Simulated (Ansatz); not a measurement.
```
atom    x (Å)    y (Å)    z (Å)
  Ge   1.1199   1.1054   1.6287
  Cl   1.0554   0.9728   3.7520
  Cl   3.1532   0.8895   0.9888
  Cl   0.4151   3.0232   0.9730
   O   0.0975  -0.1682   1.0118
   C  -0.5580  -0.1043  -0.2771
   C  -1.5129  -1.2818  -0.3098
   C   0.4610  -0.1288  -1.4039
   H  -1.1358   0.8387  -0.3250
   H  -0.9525  -2.2277  -0.2470
   H  -2.0936  -1.2768  -1.2449
   H  -2.2106  -1.2349   0.5387
   H   1.1128   0.7591  -1.3781
   H   1.0954  -1.0260  -1.3265
   H  -0.0470  -0.1402  -2.3808
```

Geometry: r2SCAN-D4/def2-SVP.

The calculation used Ansatz, RKS PBE0-D4/def2-TZVP.

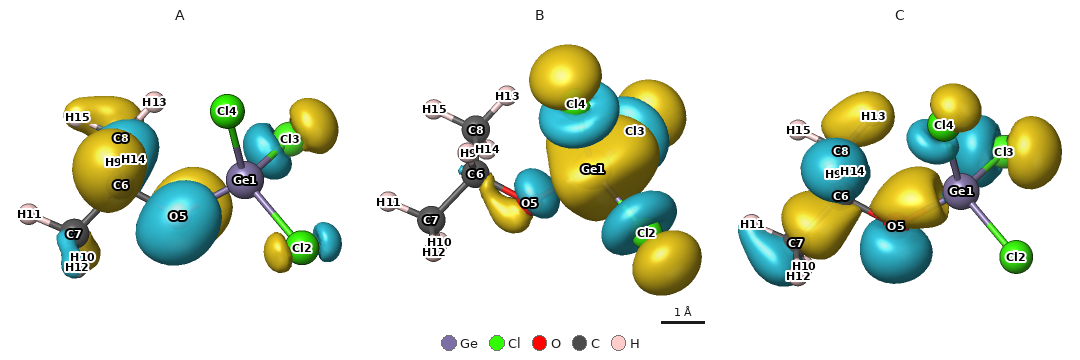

C3H7Cl3GeO (GeCl3(OiPr)). Three frontier orbitals at ±0.1 Å⁻³ᐟ² (yellow and cyan are the two phases), in no order.

Order the three orbitals by energy and name them.

Answer. C is the HOMO−1 (−9.21 eV). Its weight (Hirshfeld) is mainly on O5 (about 30 %), Cl3 (about 15 %), C6 (about 15 %) and C7 (about 10 %). A is the HOMO (−8.71 eV). By Hirshfeld shares it lies mainly on O5 (about 45 %), C6 (about 15 %), C8 (about 10 %), H9 (about 5 %) and Cl3 (about 5 %). B is the LUMO (−1.70 eV). It lies mainly on Ge1 (about 30 %), Cl4 (about 20 %), Cl3 (about 20 %), Cl2 (about 20 %) and O5 (about 5 %).

What is the HOMO–LUMO gap?

Answer. 7.01 eV between the orbital energies.
